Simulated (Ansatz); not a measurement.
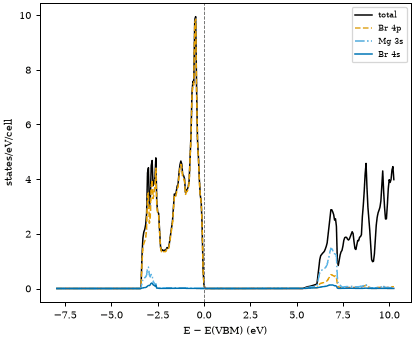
Figure: Total and projected density of states of MgBr2 (CdI2 type, P-3m1), the program Ansatz at the r²SCAN level (PAW)

### Question
Which orbitals carry the states next to the gap?

### Answer
Top 1 eV of the valence band: Br 4p 99 %. Bottom 1 eV of the conduction band: Mg 3s 57 %, Br 4p 15 %, Br 4s 10 %, outside the projected shells 17 %. Projections are on Löwdin-orthogonalised atomic valence shells; empty p or d shells of many metals are not among them.

### Question
Where is the tallest occupied peak in this window, and what makes it?

### Answer
Near -0.5 eV, about 9.9 states/eV per cell; the largest projected share is Br 4p.

The first step of the workflow began from a Materials Project structure, measured or hypothetical; the Crystallography Open Database files this formula in space group No. 164, but the cells were not matched. Whether it is the stable phase at ambient conditions was not checked. The r²SCAN relaxation kept the symmetry of its start; its stability against distortions is not shown here. A crystal of weakly bound layers computed without a dispersion correction: the cell and the soft elastic constants depend strongly on that. Spin–orbit coupling is left out wherever it is not named.

Potentials: the later of the program's two PAW sets.
